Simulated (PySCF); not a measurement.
**C7H16B2O (SMILES B[C@H](C)CO/C=C/B(C)C): density, localisation and related maps**

```xyz
26

B    -3.6220    1.1166    0.0492
C    -2.9657   -0.2508   -0.3805
C    -3.6894   -1.5046    0.1271
C    -1.4654   -0.3729   -0.0845
O    -0.7792    0.6270   -0.8149
C     0.5500    0.7374   -0.6563
C     1.3823    0.0028    0.0959
B     2.8975    0.2291    0.2162
C     3.7046   -0.7533    1.1618
C     3.6543    1.4041   -0.5224
H    -2.9605    2.0471    0.2880
H    -4.7865    1.1976    0.0928
H    -3.0577   -0.2458   -1.4782
H    -4.7471   -1.4570   -0.1153
H    -3.2723   -2.4058   -0.3198
H    -3.5901   -1.5832    1.2077
H    -1.0943   -1.3639   -0.3845
H    -1.2773   -0.2463    0.9901
H     0.9119    1.5599   -1.2607
H     0.9462   -0.8091    0.6678
H     3.2814   -0.7683    2.1657
H     4.7620   -0.5179    1.2530
H     3.6300   -1.7764    0.7932
H     4.6756    1.1375   -0.7859
H     3.7282    2.2525    0.1588
H     3.1624    1.7663   -1.4212
```

Geometry: GFN2-xTB.

The calculation used PBE0/pcSseg-1, SCF density, gas phase, non-relativistic (PySCF).

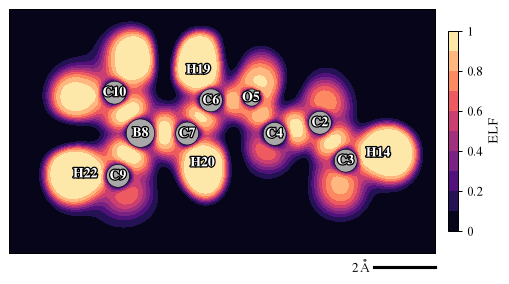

Figure 1. Electron localisation function on the plane of atoms B8, C7 and H20. Grey discs cover the atomic cores.

Question: Describe what can be read from this map.

Answer:
- Atoms in the plane: C, O, B and H.
- C–C (1.34 Å): the ELF peaks at about 0.95 between the atoms; a multiple bond.
- C–O (1.34 Å): the ELF peaks at about 0.90 between the atoms: a polar covalent bond.
- C–B (1.54 Å): the ELF peaks at about 0.95 between the atoms (a shared electron pair).
- C–H (1.08 Å): the ELF climbs to about 1 towards the hydrogen, as it does in any bond to H; a covalent bond by its length.
- C–O (1.42 Å): the ELF peaks at about 0.90 between the atoms; a polar covalent bond.
- The ELF also peaks beside O5, away from the bonds: lone-pair regions.

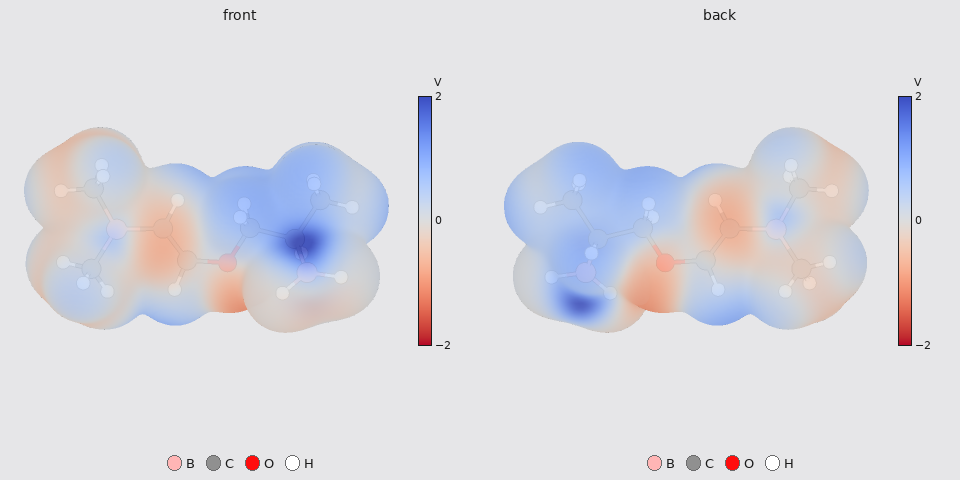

Figure 2. The molecular electrostatic potential painted on the density surface at 0.002 e/bohr³, seen from the front and from behind; the colour scale runs from red (negative) to blue (positive).

Question: Describe the electrostatic potential map.

Answer: The most negative region (about −0.9 V, or −21 kcal/mol for a unit charge) lies over O5, the most positive (about +1.8 V, or +42 kcal/mol for a unit charge) over B1.
